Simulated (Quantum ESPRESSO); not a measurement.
One S site of ZnS in P6₃mc, with the coupling taken from PBE PAW (JTH datasets; density from pw.x of a modified build of Quantum ESPRESSO, gradients reconstructed from it by a script) (|Q| = 0.0678 barn). The geometry is a computed Materials Project entry, not a measured one. It is ZnS in P6₃mc. Stability against distortions was not tested. Cores are frozen. Against all-electron runs on small test molecules, this scheme's |Vzz| missed by −3 % on S.

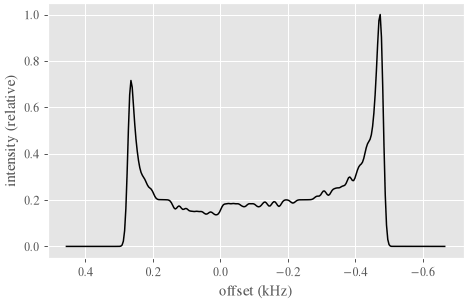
Fig. 1. Simulated static powder pattern of the ³³S central transition at 9.4 T (Larmor frequency ν0 = 30.8 MHz, I = 3/2), second-order quadrupolar broadening alone, zero at the isotropic chemical shift

Q: Estimate |C_Q| and η_Q from the pattern.

A: 
|C_Q| ≈ 0.42 MHz and η_Q ≈ 0.0. The pattern runs from -0.480 to 0.270 kHz before smoothing, a width that goes as C_Q²/ν0, with its centre of gravity at -0.144 kHz.
